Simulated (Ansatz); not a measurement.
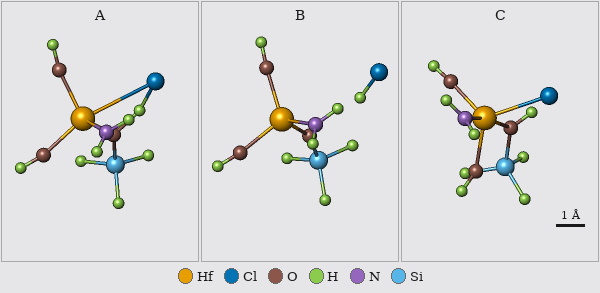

3 geometries from a converged minimum-energy path of HfSiNH$_{8}$O$_{3}$Cl, shuffled. Style: ball-and-stick. Shown from a free direction.

All numbers below come from RHF/def2-SVP (Ansatz). Set-up: 5 movable images; climbing image; force threshold 0.05 eV/Å; iteration limit 60; starting path through a guess of the saddle point.

**Which frame is the top of the path?**

A. In order along the path, whose images run from 0 to 6: C (image 0, 0.00 eV), A (image 4, +1.01 eV), B (image 6, +0.65 eV). Breaking: Cl–Hf (2.47 → 3.97 Å), H–O (0.95 → 2.28 Å). Forming: Cl–H (2.84 → 1.28 Å).

Limits of the set-up: Hartree-Fock leaves out electron correlation.
